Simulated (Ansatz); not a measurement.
Stretching the Bi1–H2 bond in BiBrH2 (SMILES [Br][BiH2]) (multiplicity 1 held, fragments rigid). Energies count from the point at 1.801 Å.
Geometry at that point (charge 0, multiplicity 1):
```xyz
4

Bi    -0.4338    -0.4863     0.4045
H     -1.8986    -0.1566    -0.5903
H     -0.0349    -1.8803    -0.6640
Br     1.0839     1.2114    -0.9234
```

R- and RO- levels are restricted; in cc, def2 and unpolarised 6-31G sets they are followed outwards from rest. U- levels take the lowest unrestricted solution at each point, which mixes spins at long bonds. Active spaces are followed from a long bond inwards. Curves can end on different states.

Correlated levels freeze the cores. Filled d and f shells under p-block atoms count as core.

Programs: Ansatz (Gaussian orbitals). Values without a source in brackets are computed. In def2 rows elements past Kr take small-core potentials, without spin–orbit coupling.

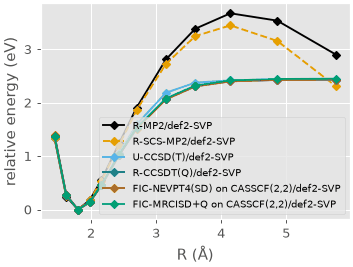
Fig. 1. Relative energy along the coordinate

Doubts at one or more of the structures used: a restricted determinant that unrestricted orbitals would lower (R-MP2/def2-SVP, R-SCS-MP2/def2-SVP, R-CCSDT(Q)/def2-SVP); a spin-contaminated determinant (U-CCSD(T)/def2-SVP); T1 above 0.05 (U-CCSD(T)/def2-SVP, R-CCSDT(Q)/def2-SVP); other coupled-cluster roots lie near (R-CCSDT(Q)/def2-SVP).

Ansatz is a program for electronic structure.
